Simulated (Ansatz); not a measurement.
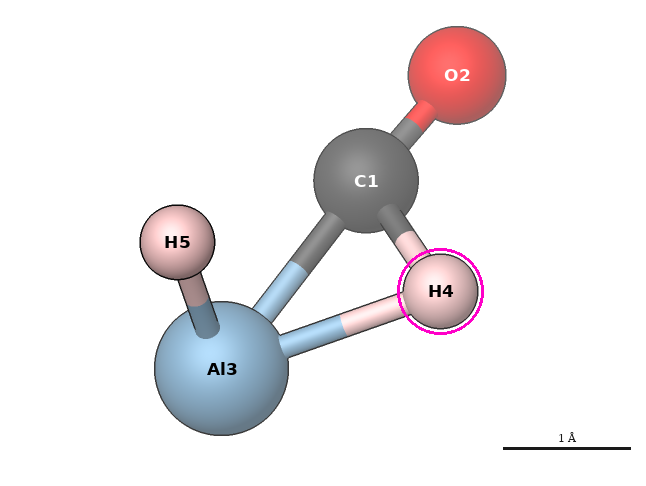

Orthographic view. Distant atoms are faded towards the background colour. Charge −1, singlet. The computed structure is the end point of a PBE0-D4/def2-TZVPD optimisation. No frequency run is at hand to confirm it as a minimum.

Which atoms are bonded to the circled atom?

The circled atom is H4; it is bonded to C1, Al3.

Which atom is nearest the viewer?

H5, 1.3 Å in front of the mean position.

Which atom is farthest from the viewer?

O2, 1.0 Å behind the mean position.

Which two atoms are farthest apart in space?

O2 and H5, 3.44 Å.
